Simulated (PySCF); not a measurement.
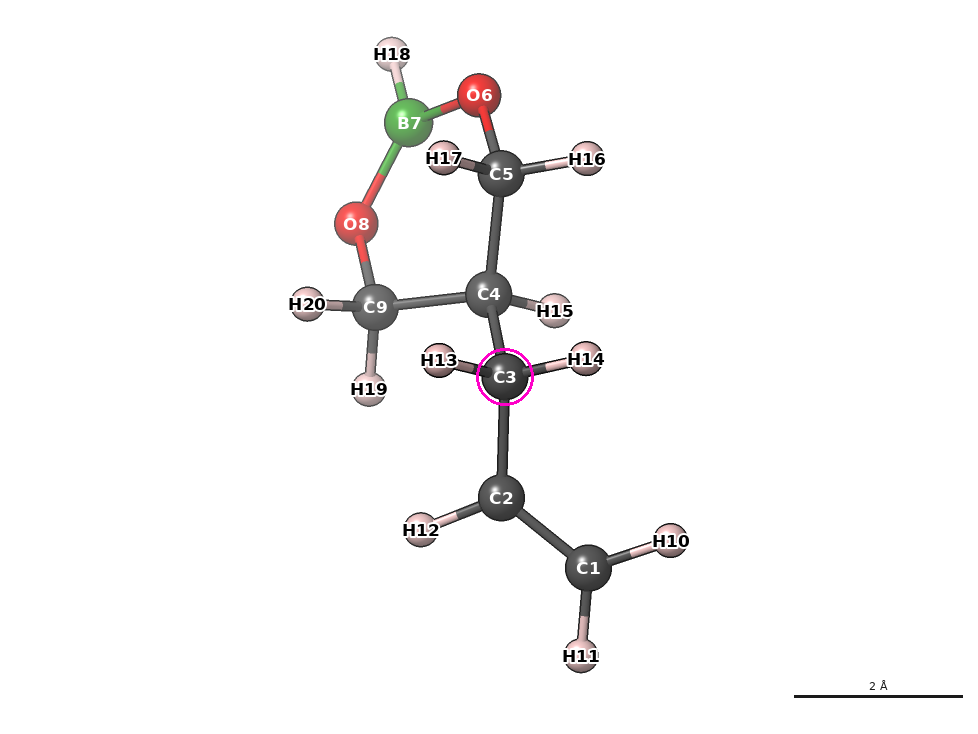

Orthographic view. Atoms fade into the background with distance from the viewer. Computed geometry: PBE0-D3(BJ)/def2-SVP optimisation. No frequency run is at hand to confirm it as a minimum.

> Which atoms are bonded to the circled atom?

The circled atom is C3; it is bonded to C2, C4, H13, H14.

> Which atom is farthest from the viewer?

H18, 2.5 Å behind the mean position.

> Which two atoms are farthest apart in space?

H11 and H18, 8.07 Å.

> What is the shortest path along bonds from the circled atom to O6?

C3–C4–C5–O6, 3 bonds; through space the two are 3.77 Å apart.
